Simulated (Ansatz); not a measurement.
# HF/def2-TZVPPD run of SiO (SMILES O=[Si])

What is the electronic atomisation energy of SiO at HF/def2-TZVPPD? 

The calculation is run with Ansatz 0.2.0.

32 further runs of the same task are left out: 32 set aside as unsound or not needed.

## (1) Starting point

The species is SiO (2 atoms), meant as a singlet with charge 0. As SMILES, `O=[Si]`. The coordinates come from a PBE0-D4/def2-TZVP relaxation.

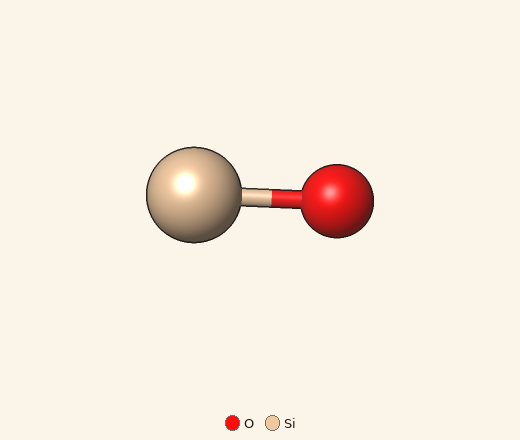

The structure, seen from a chosen angle (oxygen red, silicon light orange).

## (2) A single-point energy at HF/def2-TZVPPD

Contents of in.yaml:

```yaml
crystal:
  periodic: [false, false, false]
  atoms:
    - {symbol: O, position_ang: [-0.640700, 0.231500, -0.324000]}
    - {symbol: Si, position_ang: [0.640700, -0.231500, 0.324000]}
basis:
  gaussian:
    orbitals: def2-TZVPPD.json
hamiltonian:
  xc: hf
accuracy: high
output: {orbitals: {seedname: orbitals}}
```

The basis set def2-TZVPPD is read from a file made from the Basis Set Exchange's data (not shown).

Run with:

```console
$ ansatz run in.yaml --threads 1 --pin off --max-ram 3480MiB --events-out events.jsonl --progress --plain --runs-dir runs
```

The program printed:

```text
Warning: RAYON_NUM_THREADS=1 ignored (pool sized by the plan → 1); use --threads N
Functional definition: HF
  name "HF"
  exchange = exact_x
  correlation = 0
1168 factors; integrals over basis functions are off by at most 3.9e-9 eV
mean field evaluation 1: about -9895.7195 eV, gradient 5.0e1 eV
mean field evaluation 2: about -9895.7208 eV, gradient 5.0e1 eV
mean field evaluation 4: about -9900.6206 eV, gradient 2.8e0 eV
mean field evaluation 8: about -9900.6578 eV, gradient 1.2e-1 eV
mean field evaluation 16: about -9900.6579 eV, gradient 2.8e-8 eV
mean field -9900.65786157 eV, -363.8424655057 hartree, gradient 2.8e-8 eV, S^2 0.000000; 0 other end points of the search recorded, 0 dependent functions left out
reference -9900.65786157 eV, -363.8424655057 hartree; 11, 11 occupied and 77, 77 virtual orbitals, 1168 factors
Total energy: -9900.65786157 eV, -363.8424655057 hartree
```

Wall time 0.99 s (1 thread of Arm Neoverse V2, shared host); peak memory 0.14 GiB.

## (3) The O atom

Contents of run.yaml:

```yaml
crystal:
  periodic: [false, false, false]
  atoms:
    - {symbol: O, position_ang: [0.000000, 0.000000, 0.000000]}
basis:
  gaussian: {orbitals: def2-TZVPPD.json}
accuracy: high
magnetization: {spin_polarized: true, initial_magnetization: 2}
hamiltonian: {xc: hf}
```

The basis set def2-TZVPPD is read from a file made from the Basis Set Exchange's data (not shown).

Run the same way, it converges to -74.81595 Eh (log not shown).

## (4) The Si atom at the same level

Contents of input.yaml:

```yaml
basis:
  gaussian: {orbitals: def2-TZVPPD.json}
crystal:
  periodic: [false, false, false]
  atoms:
    - symbol: Si
      position_ang: [0.000000, 0.000000, 0.000000]
magnetization: {spin_polarized: true, initial_magnetization: 2}
hamiltonian: {xc: hf}
accuracy: high
```

The basis set def2-TZVPPD is read from a file made from the Basis Set Exchange's data (not shown).

Run the same way, it converges to -288.85092 Eh (log not shown).

## (5) Outcome

Level: HF/def2-TZVPPD.

| quantity | value |
| --- | --- |
| molecule: total energy | -363.84247 Eh |
| molecule: HOMO energy | -11.91 eV |
| molecule: LUMO energy | 0.87 eV |
| molecule: HOMO–LUMO gap | 12.77 eV |
| O atom: total energy | -74.81595 Eh |
| O atom: ⟨S²⟩ | 2.009 |
| Si atom: total energy | -288.85092 Eh |
| Si atom: ⟨S²⟩ | 2.016 |
| electronic atomisation energy | 4.778 eV |

**Reading.** Taking the molecule apart into free atoms costs 4.78 eV (110 kcal/mol), before zero-point energy and without spin-orbit coupling. Hartree–Fock lacks the correlation of the bonding pairs, which as a rule makes this value much too low; in minimal bases other errors can mask that.
